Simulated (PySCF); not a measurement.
C3H7FOSi

```xyz
13

F     1.4703   -1.4223   -1.8223
Si    1.2154   -0.3430   -0.6355
C    -0.3313    0.6721   -0.9343
C    -1.0385    0.5334    0.4246
C    -0.6919   -0.8462    0.9918
O     0.6823   -1.1005    0.7480
H     2.5200    0.3241   -0.4180
H    -0.1656    1.7183   -1.2287
H    -0.9104    0.1911   -1.7417
H    -2.1289    0.6738    0.3550
H    -0.6569    1.3036    1.1160
H    -1.3075   -1.6305    0.5118
H    -0.8741   -0.8999    2.0762
```

Geometry: PBE0-D3(BJ)/def2-SVP.

Theory: PBE0/pcSseg-1, SCF density, gas phase, non-relativistic in PySCF.

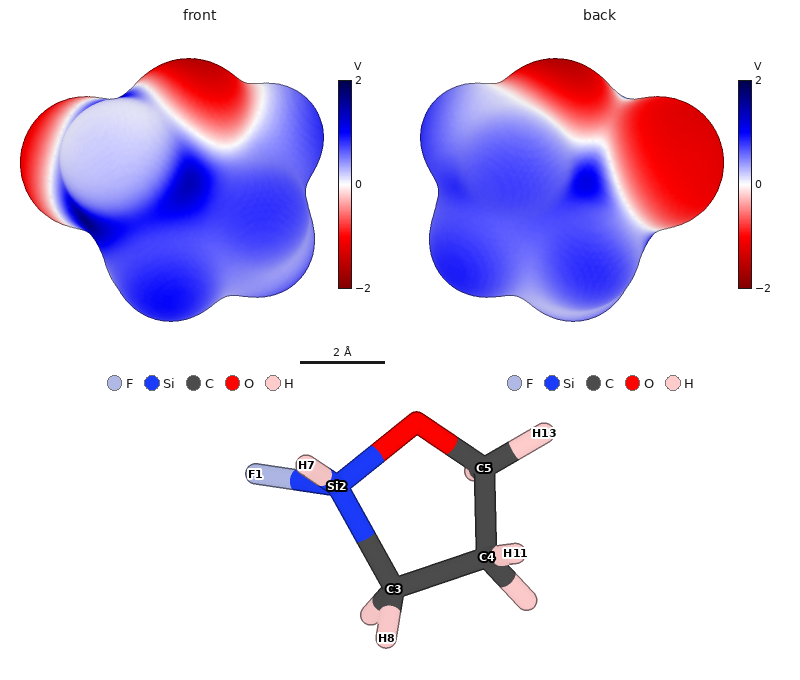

Figure 1. The molecular electrostatic potential painted on the density surface at 0.002 e/bohr³, seen from the front and from behind; the colour scale runs from red (negative) to blue (positive). The bare structure is drawn below in the same view.

### Describe the electrostatic potential map.

The most negative region (about −1.5 V) lies over O6, the most positive (about +1.5 V) over Si2. O6 is the likeliest acceptor of a hydrogen bond.

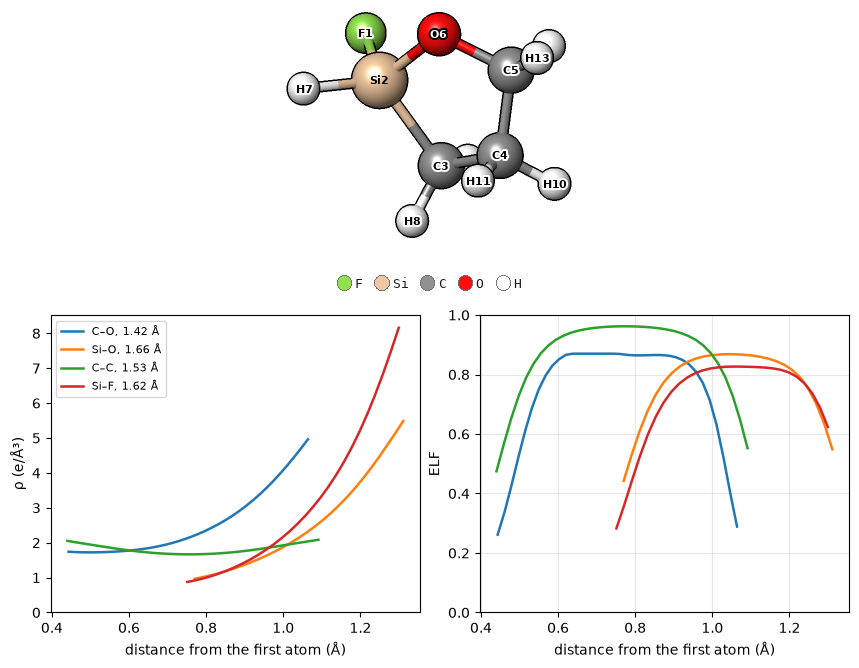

Figure 2. Total electron density and electron localisation function along straight lines between neighbouring atoms. The curves leave out the atomic cores. The structure is drawn too.

### Compare the contacts.

C–O (1.42 Å): ρ is about 2 e/Å³ halfway, with its minimum of 1.7 e/Å³ about 0.5 Å from C; the ELF peaks at about 0.85 between the atoms (a polar covalent bond).
Si–O (1.66 Å): the density is about 1.1 e/Å³ at the midpoint; the ELF peaks at about 0.85 between the atoms (a shared but strongly polarised pair).
C–C (1.53 Å): ρ is about 1.7 e/Å³ halfway; the ELF peaks at about 0.95 between the atoms, as expected for a covalent bond.
Si–F (1.62 Å): ρ at the midpoint is about 1 e/Å³; the ELF peaks at about 0.85 in the valence shell of F, 0.6 Å from its nucleus, and is about 0.55 at the midpoint.
